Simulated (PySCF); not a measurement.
# CH3ClGeS (SMILES C[S][Ge][Cl]): MP2/cc-pVDZ

What is the vertical ionisation energy of CH3ClGeS at MP2/cc-pVDZ? 

The calculation is run with PySCF 2.14.0.

### 1 The structure to begin with

CH3ClGeS: 7 atoms, total charge 0, spin state singlet. SMILES: `C[S][Ge][Cl]`. The coordinates come from a PBE0-D4/def2-TZVP relaxation. This is one conformer, not always the lowest.

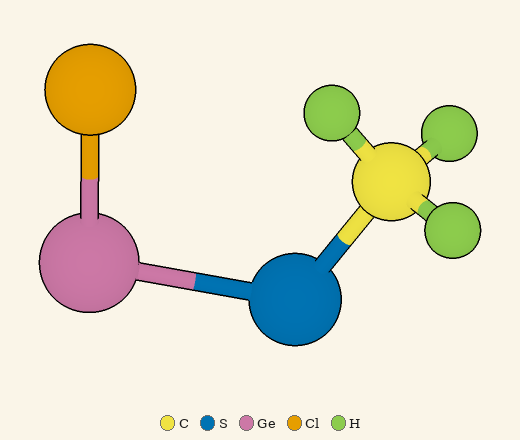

The structure, seen from a chosen angle (carbon yellow, sulfur blue, germanium pink, chlorine amber, hydrogen green).

### 2 The energy at MP2/cc-pVDZ

Input file run.py:

```python
# C[S][Ge][Cl]
from pyscf import gto, mp

mol = gto.M(
    atom=[
    ('C', (-0.339000, 0.711200, -0.543400)),
    ('S', (0.724500, -0.654600, -1.064400)),
    ('Ge', (1.201700, -2.013500, 0.623400)),
    ('Cl', (0.121300, -1.067800, 2.295100)),
    ('H', (0.172300, 1.646800, -0.767100)),
    ('H', (-1.267200, 0.659600, -1.111400)),
    ('H', (-0.552400, 0.650100, 0.522400)),
],
    spin=0,
    basis='cc-pvdz',
    verbose=4,
    max_memory=1860,
)

hf = mol.RHF()
hf.conv_tol = 1e-10
hf.kernel()
if not hf.converged:
    hf = hf.newton().run(hf.mo_coeff, hf.mo_occ)

pt = mp.MP2(hf, frozen=20).run()
etot = pt.e_tot
print(f'total energy: {etot:.8f} hartree')
```

Run with:

```
OMP_NUM_THREADS=1 python run.py
```

Standard output:

```text
PySCF version 2.14.0

[INPUT] num. atoms = 7
[INPUT] num. electrons = 74
[INPUT] charge = 0
[INPUT] spin (= nelec alpha-beta = 2S) = 0
[INPUT] symmetry False subgroup None
[INPUT] Mole.unit = angstrom
[INPUT] Symbol           X                Y                Z      unit          X                Y                Z       unit  Magmom
[INPUT]  1 C     -0.339000000000   0.711200000000  -0.543400000000 AA   -0.640617156228   1.343973219791  -1.026877176089 Bohr   0.0
[INPUT]  2 S      0.724500000000  -0.654600000000  -1.064400000000 AA    1.369106577247  -1.237014721140  -2.011424486987 Bohr   0.0
[INPUT]  3 Ge     1.201700000000  -2.013500000000   0.623400000000 AA    2.270883883890  -3.804963551812   1.178055266054 Bohr   0.0
[INPUT]  4 Cl     0.121300000000  -1.067800000000   2.295100000000 AA    0.229223778910  -2.017849555811   4.337110428489 Bohr   0.0
[INPUT]  5 H      0.172300000000   1.646800000000  -0.767100000000 AA    0.325599811263   3.112000981934  -1.449608910154 Bohr   0.0
[INPUT]  6 H     -1.267200000000   0.659600000000  -1.111400000000 AA   -2.394660945049   1.246463351763  -2.100241614842 Bohr   0.0
[INPUT]  7 H     -0.552400000000   0.650100000000   0.522400000000 AA   -1.043884711210   1.228510953580   0.987192927473 Bohr   0.0

nuclear repulsion = 410.939753293134
number of shells = 30
number of NR pGTOs = 206
number of NR cGTOs = 92
basis = cc-pvdz
ecp = {}

******** <class 'pyscf.scf.hf.RHF'> ********
method = RHF
initial guess = minao
damping factor = 0
level_shift factor = 0
DIIS = <class 'pyscf.scf.diis.CDIIS'>
diis_start_cycle = 1
diis_space = 8
diis_damp = 0
SCF conv_tol = 1e-10
SCF conv_tol_grad = None
SCF max_cycles = 50
direct_scf = True
direct_scf_tol = 1e-13
Set gradient conv threshold to 1e-05
Initial guess from minao.
init E= -2971.62755620313
  HOMO = -0.245975860870289  LUMO = -0.0275415046018122  gap/eV = 5.94390
cycle= 1 E= -2971.99409518122  delta_E= -0.367  |g|= 0.381  |ddm|= 2.28
  HOMO = -0.364896349618929  LUMO = -0.0156752272512906  gap/eV = 9.50279
cycle= 2 E= -2972.0429325271  delta_E= -0.0488  |g|= 0.177  |ddm|= 0.628
  HOMO = -0.356335620268222  LUMO = 0.0174242388142694  gap/eV = 10.17052
cycle= 3 E= -2972.05250860215  delta_E= -0.00958  |g|= 0.0331  |ddm|= 0.186
  HOMO = -0.356308980648543  LUMO = 0.0199827681552325  gap/eV = 10.23942
cycle= 4 E= -2972.05335331885  delta_E= -0.000845  |g|= 0.00784  |ddm|= 0.0789
  HOMO = -0.356965974033081  LUMO = 0.0197644951421627  gap/eV = 10.25136
cycle= 5 E= -2972.05341402945  delta_E= -6.07e-05  |g|= 0.00353  |ddm|= 0.0215
  HOMO = -0.357031837484498  LUMO = 0.0195970842688173  gap/eV = 10.24859
cycle= 6 E= -2972.05342519833  delta_E= -1.12e-05  |g|= 0.00109  |ddm|= 0.0094
  HOMO = -0.356925105840803  LUMO = 0.0197302074039283  gap/eV = 10.24931
cycle= 7 E= -2972.05342696845  delta_E= -1.77e-06  |g|= 0.000322  |ddm|= 0.00423
  HOMO = -0.356922899652981  LUMO = 0.0197110888784184  gap/eV = 10.24873
cycle= 8 E= -2972.0534270994  delta_E= -1.31e-07  |g|= 0.000126  |ddm|= 0.000999
  HOMO = -0.356909813767242  LUMO = 0.019714396780214  gap/eV = 10.24847
cycle= 9 E= -2972.05342711493  delta_E= -1.55e-08  |g|= 3.9e-05  |ddm|= 0.000307
  HOMO = -0.356910536149408  LUMO = 0.0197119851189975  gap/eV = 10.24842
cycle= 10 E= -2972.05342711723  delta_E= -2.3e-09  |g|= 1.13e-05  |ddm|= 0.000137
  HOMO = -0.356910498375054  LUMO = 0.0197119314162819  gap/eV = 10.24842
cycle= 11 E= -2972.05342711741  delta_E= -1.81e-10  |g|= 3.39e-06  |ddm|= 3.79e-05
  HOMO = -0.356910448497578  LUMO = 0.0197119730218112  gap/eV = 10.24842
cycle= 12 E= -2972.05342711744  delta_E= -2.64e-11  |g|= 9.22e-07  |ddm|= 1.11e-05
  HOMO = -0.356910365970254  LUMO = 0.0197120754186448  gap/eV = 10.24842
Extra cycle  E= -2972.05342711744  delta_E= -3.64e-12  |g|= 3.92e-07  |ddm|= 1.82e-06
converged SCF energy = -2972.05342711744

******** <class 'pyscf.mp.mp2.RMP2'> ********
nocc = 17, nmo = 72
frozen orbitals 20
E(RMP2) = -2972.5568707111  E_corr = -0.503443593660825
E(SCS-RMP2) = -2972.5464152293  E_corr = -0.492988111861519
E_corr(same-spin) = -0.128243308305544
E_corr(oppo-spin) = -0.375200285355281
total energy: -2972.55687071 hartree
```

Run time: 3.3 s. Hardware: 1 thread of Arm Neoverse V1, shared host; peak memory 0.22 GiB.

### 3 The doublet cation at the same level

Input file input.py:

```python
from pyscf import gto, mp

system = gto.Mole()
system.atom = [
    ('C', (-0.339000, 0.711200, -0.543400)),
    ('S', (0.724500, -0.654600, -1.064400)),
    ('Ge', (1.201700, -2.013500, 0.623400)),
    ('Cl', (0.121300, -1.067800, 2.295100)),
    ('H', (0.172300, 1.646800, -0.767100)),
    ('H', (-1.267200, 0.659600, -1.111400)),
    ('H', (-0.552400, 0.650100, 0.522400)),
]
system.charge = 1
system.spin = 1
system.basis = 'cc-pvdz'
system.verbose = 4
system.max_memory = 1860
system.build()

mf = system.UHF()
mf.conv_tol = 1e-10
mf.kernel()
if not mf.converged:
    mf = mf.newton().run(mf.mo_coeff, mf.mo_occ)

pt = mp.MP2(mf, frozen=20).run()
energy = pt.e_tot
print('E = %.10f Eh' % energy)
```

Run with:

```
OMP_NUM_THREADS=1 python input.py
```

Standard output:

```text
PySCF version 2.14.0

[INPUT] num. atoms = 7
[INPUT] num. electrons = 73
[INPUT] charge = 1
[INPUT] spin (= nelec alpha-beta = 2S) = 1
[INPUT] symmetry False subgroup None
[INPUT] Mole.unit = angstrom
[INPUT] Symbol           X                Y                Z      unit          X                Y                Z       unit  Magmom
[INPUT]  1 C     -0.339000000000   0.711200000000  -0.543400000000 AA   -0.640617156228   1.343973219791  -1.026877176089 Bohr   0.0
[INPUT]  2 S      0.724500000000  -0.654600000000  -1.064400000000 AA    1.369106577247  -1.237014721140  -2.011424486987 Bohr   0.0
[INPUT]  3 Ge     1.201700000000  -2.013500000000   0.623400000000 AA    2.270883883890  -3.804963551812   1.178055266054 Bohr   0.0
[INPUT]  4 Cl     0.121300000000  -1.067800000000   2.295100000000 AA    0.229223778910  -2.017849555811   4.337110428489 Bohr   0.0
[INPUT]  5 H      0.172300000000   1.646800000000  -0.767100000000 AA    0.325599811263   3.112000981934  -1.449608910154 Bohr   0.0
[INPUT]  6 H     -1.267200000000   0.659600000000  -1.111400000000 AA   -2.394660945049   1.246463351763  -2.100241614842 Bohr   0.0
[INPUT]  7 H     -0.552400000000   0.650100000000   0.522400000000 AA   -1.043884711210   1.228510953580   0.987192927473 Bohr   0.0

nuclear repulsion = 410.939753293134
number of shells = 30
number of NR pGTOs = 206
number of NR cGTOs = 92
basis = cc-pvdz
ecp = {}

******** <class 'pyscf.scf.uhf.UHF'> ********
method = UHF
initial guess = minao
damping factor = 0
level_shift factor = 0
DIIS = <class 'pyscf.scf.diis.CDIIS'>
diis_start_cycle = 1
diis_space = 8
diis_damp = 0
SCF conv_tol = 1e-10
SCF conv_tol_grad = None
SCF max_cycles = 50
direct_scf = True
direct_scf_tol = 1e-13
number electrons alpha = 37  beta = 36
Set gradient conv threshold to 1e-05
[... 67 lines left out ...]
[... the frontier-level lines of each cycle are left out ...]
cycle= 17 E= -2971.730290386  delta_E= -1.81e-09  |g|= 1.01e-05  |ddm|= 0.000103
cycle= 18 E= -2971.73029038843  delta_E= -2.44e-09  |g|= 8.48e-06  |ddm|= 0.000161
cycle= 19 E= -2971.73029039127  delta_E= -2.84e-09  |g|= 5.99e-06  |ddm|= 0.000258
cycle= 20 E= -2971.73029039281  delta_E= -1.54e-09  |g|= 3.71e-06  |ddm|= 0.000236
cycle= 21 E= -2971.73029039321  delta_E= -3.96e-10  |g|= 2.44e-06  |ddm|= 0.000123
cycle= 22 E= -2971.73029039331  delta_E= -1.07e-10  |g|= 1.74e-06  |ddm|= 4.99e-05
cycle= 23 E= -2971.73029039335  delta_E= -3.96e-11  |g|= 1.27e-06  |ddm|= 2.53e-05
Extra cycle  E= -2971.73029039335  delta_E= -9.09e-13  |g|= 1.11e-06  |ddm|= 3.11e-06
converged SCF energy = -2971.73029039335  <S^2> = 0.78636404  2S+1 = 2.0360393

******** <class 'pyscf.mp.ump2.UMP2'> ********
nocc = (np.int64(17), np.int64(16)), nmo = (72, 72)
frozen orbitals 20
E(UMP2) = -2972.21556293933  E_corr = -0.485272545981096
E(SCS-UMP2) = -2972.20455742373  E_corr = -0.474267030376703
E_corr(same-spin) = -0.124684644000707
E_corr(oppo-spin) = -0.360587901980389
E = -2972.2155629393 Eh
```

It took 6 s on 1 thread of Arm Neoverse V1, shared host; peak memory 0.23 GiB.

### 4 Results

At MP2/cc-pVDZ, 20 core orbitals frozen:

| quantity | value |
| --- | --- |
| singlet CH3ClGeS: total energy | -2972.55687 Eh |
| singlet CH3ClGeS: dipole moment (Hartree–Fock density) | 0.84 D |
| singlet CH3ClGeS: HOMO energy (Hartree–Fock orbitals) | -9.71 eV |
| singlet CH3ClGeS: LUMO energy (Hartree–Fock orbitals) | 0.54 eV |
| singlet CH3ClGeS: HOMO–LUMO gap (Hartree–Fock orbitals) | 10.25 eV |
| singlet CH3ClGeS: correlation energy (20 core orbitals frozen) | -503.4 mEh |
| doublet cation: total energy | -2972.21556 Eh |
| doublet cation: HOMO energy (Hartree–Fock orbitals) (highest over α and β) | -15.88 eV |
| doublet cation: LUMO energy (Hartree–Fock orbitals) (lowest over α and β) | -7.87 eV |
| doublet cation: correlation energy (20 core orbitals frozen) | -485.3 mEh |
| doublet cation: ⟨S²⟩ of the reference determinant | 0.786 |
| vertical ionisation energy (to the doublet cation) | 9.287 eV |

What this shows: The vertical ionisation energy comes to 9.29 eV (214 kcal/mol). Mulliken charges (singlet CH3ClGeS) of the mean-field density run from -0.39 on Cl4 to +0.57 on Ge3; they depend strongly on the basis.
